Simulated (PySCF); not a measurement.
# One shape, several levels: BNH4 (SMILES BN)

Aim: a comparison of 6 runs (HF/def2-SVP, B3LYP/STO-3G, B3LYP/6-31G*, B3LYP/6-31+G*, PBE0/def2-SVP) of BNH4. The job is set up through a Python script.

Program for the calculation: PySCF 2.14.0.

**1. The structure to begin with**

BNH4 has 6 atoms, charge 0, and is taken as a singlet. As SMILES, `BN`. Geometry: relaxed at PBE0-D4/def2-TZVP.

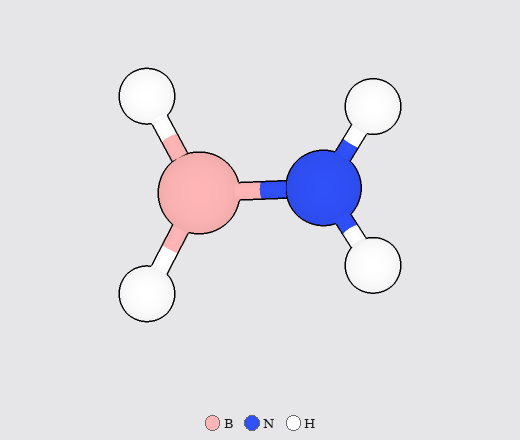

The structure, seen from a chosen angle (boron pink, nitrogen blue, hydrogen white).

**2. Energy and forces at HF/def2-SVP (run 1)**

Input file input.py:

```python
import pyscf.grad
from pyscf import gto, scf

mol = gto.Mole()
mol.atom = '''
B     -0.242263    -1.284258    -0.048377
N      0.276089     1.280100     0.020409
H      0.426700    -2.585145     1.677132
H     -1.345485    -2.132934    -1.831523
H     -0.229791     2.482533    -1.362115
H      1.194307     2.119139     1.457546
'''
mol.max_memory = 1860
mol.basis = 'def2-svp'
mol.charge = 0
mol.unit = 'bohr'
mol.spin = 0
mol.verbose = 3
mol.build()

calc0 = scf.RHF(mol)
calc0.conv_tol = 1e-10
calc0.kernel()
if not calc0.converged:
    calc0 = calc0.newton().run(calc0.mo_coeff, calc0.mo_occ)

etot = calc0.e_tot
print('Final energy', etot)
grad = calc0.Gradients().kernel()
dip = calc0.dip_moment()
pop, q = calc0.mulliken_pop()
```

Started as:

```console
$ OMP_NUM_THREADS=1 python input.py
```

Standard output:

```text
converged SCF energy = -81.4346104464671
Final energy -81.43461044646713
--------------- RHF gradients ---------------
         x                y                z
0 B    -0.0001842154    -0.0008180732    -0.0000365862
1 N    -0.0022065524    -0.0111425750    -0.0002262261
2 H    -0.0002986485     0.0024316313    -0.0014353916
3 H     0.0012153584     0.0020467650     0.0015639090
4 H    -0.0018285286     0.0044172785    -0.0050216276
5 H     0.0033025866     0.0030649733     0.0051559225
----------------------------------------------
Dipole moment(X, Y, Z, Debye):  0.37974,  1.88028,  0.05036
 ** Mulliken pop  **
pop of  0 B 1s            1.99127
pop of  0 B 2s            0.74640
pop of  0 B 3s            0.13522
pop of  0 B 2px           0.28514
pop of  0 B 2py           0.63798
pop of  0 B 2pz           0.56277
pop of  0 B 3px           0.12376
pop of  0 B 3py           0.07117
pop of  0 B 3pz           0.18138
pop of  0 B 3dxy          0.02333
pop of  0 B 3dyz          0.02575
pop of  0 B 3dz^2         0.01388
pop of  0 B 3dxz          0.00550
pop of  0 B 3dx2-y2       0.02155
pop of  1 N 1s            1.98942
pop of  1 N 2s            0.93738
pop of  1 N 3s            0.40169
pop of  1 N 2px           0.85001
pop of  1 N 2py           0.81746
pop of  1 N 2pz           0.76254
pop of  1 N 3px           0.68511
pop of  1 N 3py           0.35393
pop of  1 N 3pz           0.42472
pop of  1 N 3dxy          0.00227
pop of  1 N 3dyz          0.00691
pop of  1 N 3dz^2         0.00170
pop of  1 N 3dxz          0.00169
pop of  1 N 3dx2-y2       0.00190
pop of  2 H 1s            0.75935
pop of  2 H 2s            0.33685
pop of  2 H 2px           0.00151
pop of  2 H 2py           0.00453
pop of  2 H 2pz           0.00741
pop of  3 H 1s            0.75936
pop of  3 H 2s            0.33683
pop of  3 H 2px           0.00326
pop of  3 H 2py           0.00232
pop of  3 H 2pz           0.00787
pop of  4 H 1s            0.71805
pop of  4 H 2s            0.09119
pop of  4 H 2px           0.01265
pop of  4 H 2py           0.01682
pop of  4 H 2pz           0.02072
pop of  5 H 1s            0.71810
pop of  5 H 2s            0.09116
pop of  5 H 2px           0.01595
pop of  5 H 2py           0.01266
pop of  5 H 2pz           0.02159
 ** Mulliken atomic charges  **
charge of    0B =      0.17491
charge of    1N =     -0.23672
charge of    2H =     -0.10965
charge of    3H =     -0.10965
charge of    4H =      0.14057
charge of    5H =      0.14054
```

Wall time 3.4 s (1 thread of Intel Xeon at 2.50GHz (Skylake/Cascade Lake), shared host); peak memory 0.12 GiB.

**3. Energy and forces at B3LYP/STO-3G (run 2)**

Input file job.py:

```python
from pyscf import gto, dft

system = gto.M(
    atom='''
B     -0.242263    -1.284258    -0.048377
N      0.276089     1.280100     0.020409
H      0.426700    -2.585145     1.677132
H     -1.345485    -2.132934    -1.831523
H     -0.229791     2.482533    -1.362115
H      1.194307     2.119139     1.457546
''',
    spin=0,
    charge=0,
    basis='sto-3g',
    unit='bohr',
    verbose=4,
    max_memory=1860,
)

calc0 = dft.RKS(system, xc='b3lyp')
calc0.grids.level = 5
calc0.conv_tol = 1e-10
calc0.kernel()
if not calc0.converged:
    calc0 = calc0.newton().run(calc0.mo_coeff, calc0.mo_occ)

e_tot = calc0.e_tot
print('E(%s) = %.9f' % ('B3LYP', e_tot))
grad = calc0.nuc_grad_method().kernel()
dip = calc0.dip_moment()
pop, q = calc0.mulliken_pop()
```

Started as:

```console
$ OMP_NUM_THREADS=1 python job.py
```

Standard output:

```text
PySCF version 2.14.0

[... 70 lines left out ...]
converged SCF energy = -80.9947110705646
[... 2 lines left out ...]
******** <class 'pyscf.grad.rks.Gradients'> for <class 'pyscf.dft.rks.RKS'> ********
unit = Eh/Bohr
grid_response = False
--------------- RKS gradients ---------------
         x                y                z
0 B     0.0024513391     0.0122353375     0.0003107953
1 N     0.0090063165     0.0443094966     0.0012779542
2 H     0.0045633687    -0.0086904663     0.0116975610
3 H    -0.0074431577    -0.0056246760    -0.0120714291
4 H     0.0086596002    -0.0243910356     0.0250185384
5 H    -0.0172374599    -0.0178387184    -0.0262332981
----------------------------------------------
Dipole moment(X, Y, Z, Debye):  0.43718,  2.16427,  0.05803
 ** Mulliken pop  **
pop of  0 B 1s            1.98744
pop of  0 B 2s            0.91513
pop of  0 B 2px           0.49341
pop of  0 B 2py           0.65398
pop of  0 B 2pz           0.77712
pop of  1 N 1s            1.99360
pop of  1 N 2s            1.48947
pop of  1 N 2px           1.50141
pop of  1 N 2py           1.25292
pop of  1 N 2pz           1.21735
pop of  2 H 1s            1.07027
pop of  3 H 1s            1.07026
pop of  4 H 1s            0.78883
pop of  5 H 1s            0.78880
 ** Mulliken atomic charges  **
charge of    0B =      0.17292
charge of    1N =     -0.45476
charge of    2H =     -0.07027
charge of    3H =     -0.07026
charge of    4H =      0.21117
charge of    5H =      0.21120
```

Run time: 9.7 s. Hardware: 1 thread of Intel Xeon at 2.50GHz (Skylake/Cascade Lake), shared host; peak memory 0.24 GiB.

Runs 3 to 5 aren't shown in full; the table further down has their settings and results.

**4. Energy and forces at PBE0/def2-SVP (run 6)**

Input file input.py:

```python
from pyscf import gto, dft

mol = gto.M(
    atom='''
B   -0.128200  -0.679600  -0.025600
N    0.146100   0.677400   0.010800
H    0.225800  -1.368000   0.887500
H   -0.712000  -1.128700  -0.969200
H   -0.121600   1.313700  -0.720800
H    0.632000   1.121400   0.771300
''',
    max_memory=1860,
    basis='def2-svp',
    verbose=4,
    spin=0,
)

calc0 = dft.RKS(mol, xc='pbe0')
calc0.grids.level = 5
calc0.conv_tol = 1e-10
calc0.kernel()
if not calc0.converged:
    calc0 = calc0.newton().run(calc0.mo_coeff, calc0.mo_occ)

energy = calc0.e_tot
print(f'total energy: {energy:.8f} hartree')
grad = calc0.nuc_grad_method().kernel()
dip = calc0.dip_moment()
pop, q = calc0.mulliken_pop()
```

Started as:

```console
$ OMP_NUM_THREADS=1 python input.py
```

Standard output:

```text
PySCF version 2.14.0

[... 69 lines left out ...]
converged SCF energy = -81.8696910052927
total energy: -81.86969101 hartree
[... 13 lines left out ...]
Dipole moment(X, Y, Z, Debye):  0.43676,  2.16217,  0.05792
[... 16 lines left out ...]
pop of  1 N 2s            0.97066
pop of  1 N 3s            0.35475
pop of  1 N 2px           0.85415
pop of  1 N 2py           0.83305
pop of  1 N 2pz           0.78353
pop of  1 N 3px           0.62041
pop of  1 N 3py           0.31699
pop of  1 N 3pz           0.37361
pop of  1 N 3dxy          0.00182
pop of  1 N 3dyz          0.00618
pop of  1 N 3dz^2         0.00099
pop of  1 N 3dxz          0.00129
pop of  1 N 3dx2-y2       0.00141
pop of  2 H 1s            0.74434
pop of  2 H 2s            0.28433
pop of  2 H 2px           0.00167
pop of  2 H 2py           0.00398
pop of  2 H 2pz           0.00641
pop of  3 H 1s            0.74435
pop of  3 H 2s            0.28431
pop of  3 H 2px           0.00306
pop of  3 H 2py           0.00223
pop of  3 H 2pz           0.00678
pop of  4 H 1s            0.72053
pop of  4 H 2s            0.09917
pop of  4 H 2px           0.01311
pop of  4 H 2py           0.01635
pop of  4 H 2pz           0.01904
pop of  5 H 1s            0.72058
pop of  5 H 2s            0.09914
pop of  5 H 2px           0.01549
pop of  5 H 2py           0.01335
pop of  5 H 2pz           0.01966
 ** Mulliken atomic charges  **
charge of    0B =     -0.07652
charge of    1N =     -0.10559
charge of    2H =     -0.04074
charge of    3H =     -0.04073
charge of    4H =      0.13180
charge of    5H =      0.13177
```

Run time: 15 s. Hardware: 1 thread of Intel Xeon at 2.50GHz (Skylake/Cascade Lake), shared host; peak memory 0.5 GiB.

**5. The series**

```csv
run,level,integration grid,Cartesian functions,energy (Eh),dipole moment (D),HOMO energy (eV),LUMO energy (eV),wall time
1,HF/def2-SVP,–,no,-81.434610,1.92,-11.95,4.16,3.4 s
2,B3LYP/STO-3G,5,no,-80.994711,2.21,-6.27,3.81,9.7 s
3,B3LYP/6-31G* (spherical functions),5,no,-82.037660,2.15,-8.04,0.71,15 s
4,B3LYP/6-31G* (Cartesian functions),5,yes,-82.039227,2.14,-8.04,0.71,15 s
5,B3LYP/6-31+G* (spherical functions),5,no,-82.044937,1.98,-8.37,-0.16,17 s
6,PBE0/def2-SVP,5,no,-81.869691,2.21,-8.57,0.57,15 s
```

**6. Summary of results**

| quantity | value |
| --- | --- |
| run 6: total energy | -81.86969 Eh |
| run 6: dipole moment | 2.21 D |
| run 6: HOMO energy | -8.57 eV |
| run 6: LUMO energy | 0.57 eV |
| run 6: HOMO–LUMO gap | 9.14 eV |
| run 6: largest force on an atom | 0.315 eV/Å |

**Reading.** The dipole moment (its size) runs from 1.92 D (HF/def2-SVP) to 2.21 D (B3LYP/STO-3G). The two ends differ in method and basis. The HOMO–LUMO gap runs from 8.20 eV (B3LYP/6-31+G*) to 16.11 eV (HF/def2-SVP). Totals of different functionals can't be ranked against each other. In run 2 the basis is minimal, so the values are rough. All runs together took 75 s, the longest 17 s.
